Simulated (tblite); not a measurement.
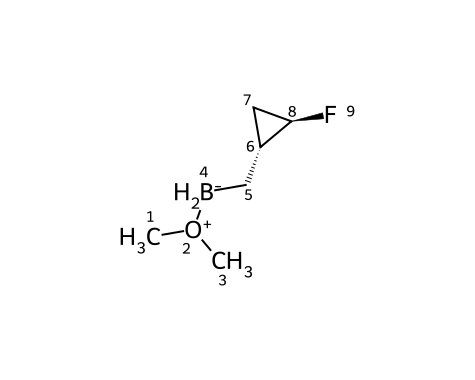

Skeletal drawing with numbered atoms; wedges and dashes mark any stereocentres. The configuration is that of a computed structure (GFN2-xTB).

Give the R/S and E/Z labels.

Answer. C6: R; C8: R.
